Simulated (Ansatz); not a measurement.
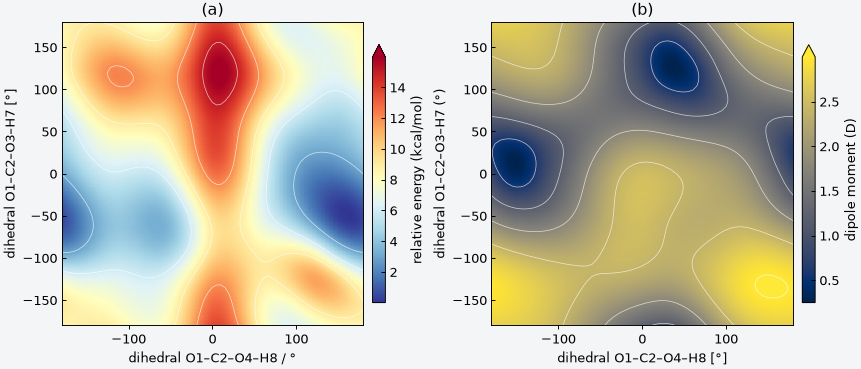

CH₄O₃Zn, SMILES O[C](O)(O)[ZnH]. 
- The first coordinate is: dihedral O1–C2–O4–H8; the second: dihedral O1–C2–O3–H7.
- Nothing is relaxed (all other coordinates rigid).
- Grid: 12 × 12 points.
- Points are written as (first, second).
- Energies: kcal/mol, counted from the relaxed molecule at the same level.
- Level of theory: RKS PBE0-D4/def2-SVP in Ansatz 0.2.0.

Panel (a) is the energy and panel (b) the computed dipole moment on the same grid.

In the figure: a smooth colour map with a few white contour lines, one colour for all values above the top of the scale. Between grid points the surface is interpolated.

How does the dipole moment vary over the map, and what is it at the lowest grid point?

Leaving out the highest fifth of the energies, it runs from 0.32 D at (−150°, 0°) to 3.00 D at (150°, −120°). At the lowest grid point, (150°, −30°), it is 1.79 D.
